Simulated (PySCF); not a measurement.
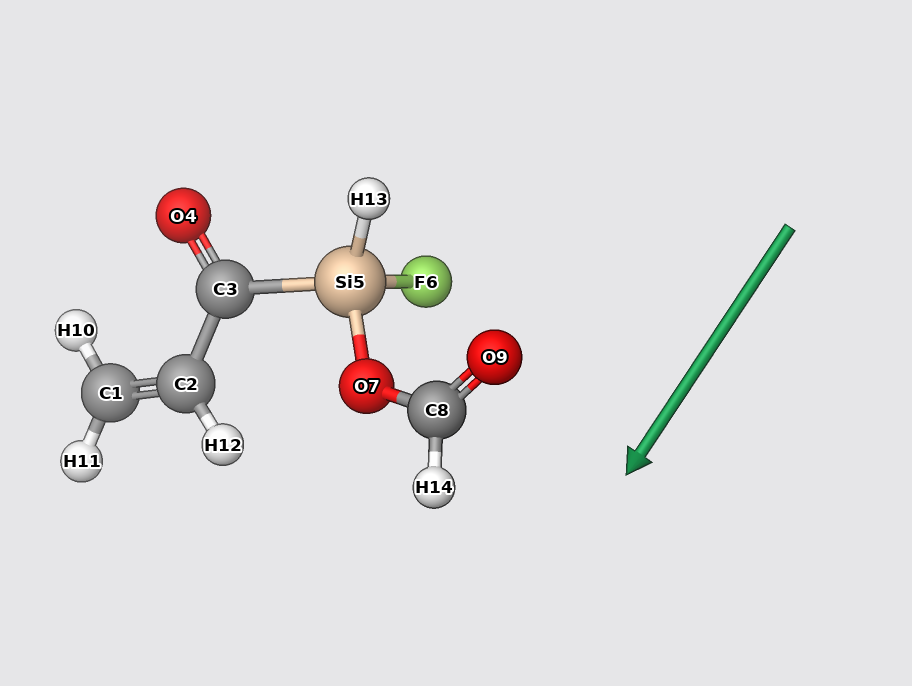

The arrow beside the molecule shows the direction of the dipole moment, from the negative to the positive end (its length means nothing). The geometry was computed by an optimisation with GFN2-xTB. No frequency run is at hand to confirm it as a minimum. Properties computed with PBE0/pcSseg-1, gas phase (PySCF 2.14.0).

> Estimate the dipole moment.

3.74 D; it points from the side of H13 to the side of H11 (the outermost atoms at the two ends).

The geometry is semi-empirical. Around Si such bond lengths and angles can be off by a tenth of an ångström or more and by several degrees, and values that hang on the shape move with them.
